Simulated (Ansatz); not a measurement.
**Redistribution: C3H10SeSi + C2H8OSi → C2H8SeSi + C3H10OSi**

Gas-phase species: C3H10SeSi `CC[Se][SiH2]C`, singlet; C2H8OSi `CO[SiH2]C`, singlet; C2H8SeSi `C[SiH2][Se]C`, singlet; C3H10OSi `CCO[SiH2]C`, singlet. The partners trade CH3 for H; both sit on C, so the bond types are kept.

Shapes, held fixed at every level: PBE0-D4/def2-TZVP. Flexible molecules stand in one conformer, not always the lowest. Programs: Ansatz 0.2.0. Electronic energies: no zero-point or thermal term.

| level | kind | ΔE (kJ/mol) | less CCSD(T)/def2-TZVPP |
| --- | --- | --- | --- |
| PBE-D4/def2-TZVPP | GGA | -11.3 | -0.1 |
| PBE0-D4/def2-TZVPP | global hybrid | -11.7 | -0.5 |
| wB97M-V/def2-TZVPP | range-separated hybrid | -12.9 | -1.7 |
| wB97X-V/def2-TZVPP | range-separated hybrid | -12.9 | -1.7 |
| B2PLYP/def2-TZVPP | double hybrid | -12.5 | -1.3 |
| MP2/def2-TZVPP | perturbation theory | -9.3 | +1.9 |
| CCSD/def2-TZVPP | coupled cluster or CI | -12.0 | -0.8 |
| CCSD(T)/def2-TZVPP | coupled cluster or CI | -11.2 | 0.0 |

The highest level, CCSD(T)/def2-TZVPP, gives ΔE = -11.2 kJ/mol; the levels span -12.9 to -9.3. The column of differences is taken from that level and isn't an error. No measured value is set beside it here. Relativity is left out for Se. Outer-core shells of Se are correlated, in sets that cover them unevenly.

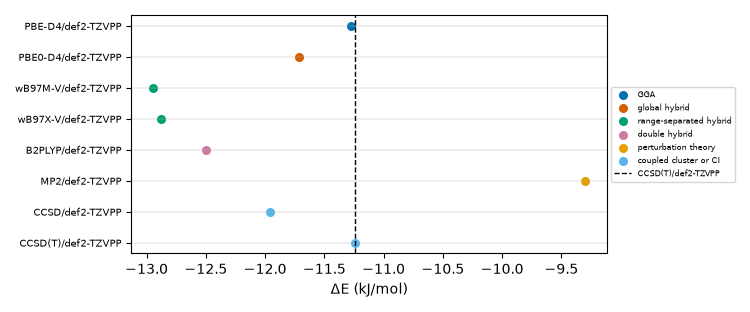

The values of the table, level by level.
